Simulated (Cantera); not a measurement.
Charge: 1 mol Si, 1 mol CO2, 7 mol N2, held at 0.533 Torr.

Method: chemical equilibrium by Gibbs-energy minimisation in Cantera with the NASA 1993 tables (ideal gas, pure condensed phases). Candidate condensed phases: C, Si, SiC, SiO2, Si2N2O, Si3N4; 34 gas species. N2 is the only nitrogen source here; it is nearly inert below about 1500 K, so the nitride shown seldom forms there in practice. Mutual solubility and eutectic melting of coexisting phases are not modelled. The tables hold silica as quartz up to 1696 K and as liquid above; real silica turns to tridymite and cristobalite and melts near 1996 K. Equilibrium is a limit: real reactors are often held back by kinetics, nucleation or transport.

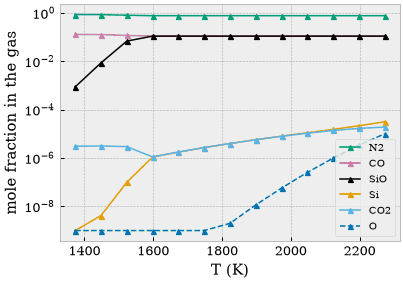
Equilibrium gas composition (values under 1e-9 drawn at 1e-9)

From 1373 K to 1523 K the condensed part is SiO2(β-quartz) + Si2N2O(s). From 1598 K to 2273 K nothing is condensed. The main Si-bearing gas is SiO throughout.
